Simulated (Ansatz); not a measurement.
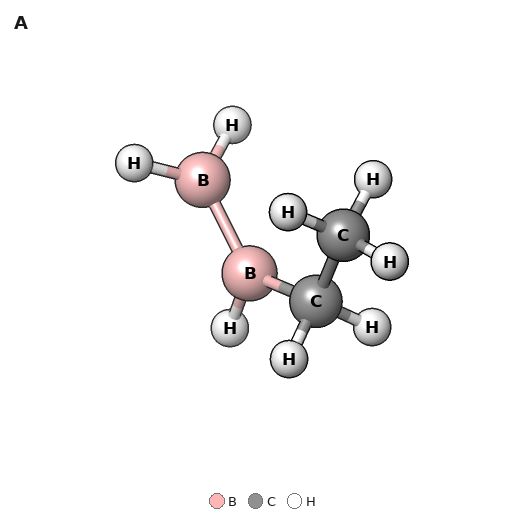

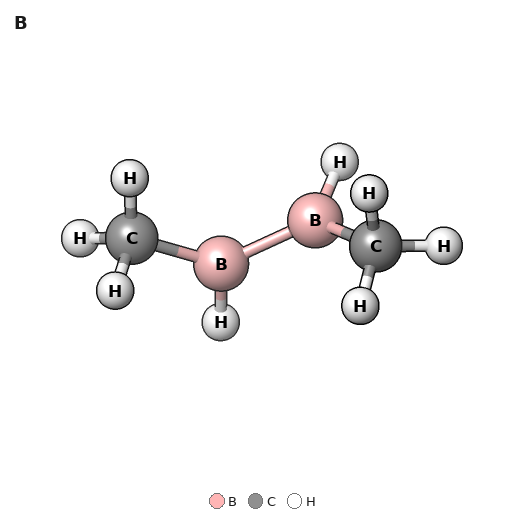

2 stationary structures of one formula. Geometries: PBE0-D4/def2-TZVP. Electronic energies: CCSD(T)/CBS (MP2 limit from def2-TZVPP and def2-QZVPP plus CCSD(T) − MP2) (Ansatz 0.2.0), without zero-point energy. Each is one conformer, not always the lowest.

### How are they related?

They are constitutional isomers of C2H8B2: A `BBCC`, B `CBBC`.

### Which structure is the most stable?

B is lowest (a minimum); A lies 12.7 kcal/mol above it (a minimum).
